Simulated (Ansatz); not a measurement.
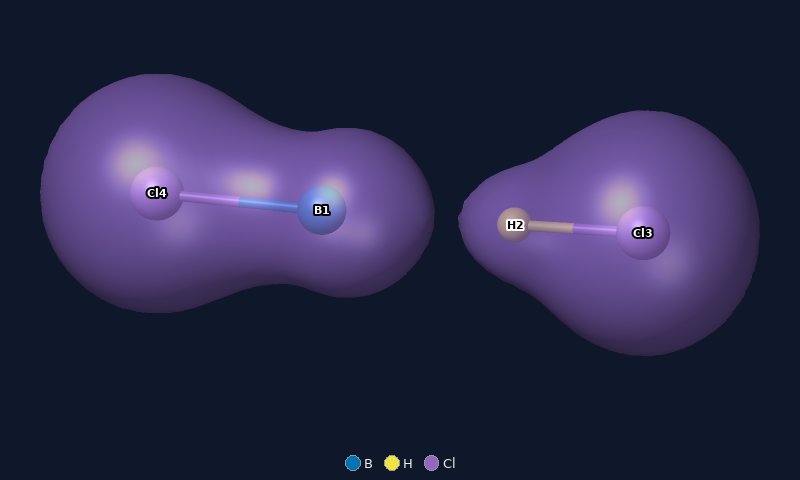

BCl···HCl. Isosurface of the total electron density at 0.3 e/Å³ (purple), seen from one side.

Theory: RKS r2SCANh-D4/6-31G* in Ansatz.

Which contacts does the surface bridge?

At this value the surface falls into two separate pieces. It bridges the sampled B–Cl (1.70 Å) and Cl–H (1.33 Å) contacts, where the density stays above the isovalue. It is pinched off along the sampled B···H (1.99 Å) contacts. On the grid the lowest density along these lines, outside the cores, is 0.25 e/Å³ (B···H, 1.99 Å), 1.1 e/Å³ (B–Cl, 1.70 Å) and 1.4 e/Å³ (Cl–H, 1.33 Å).
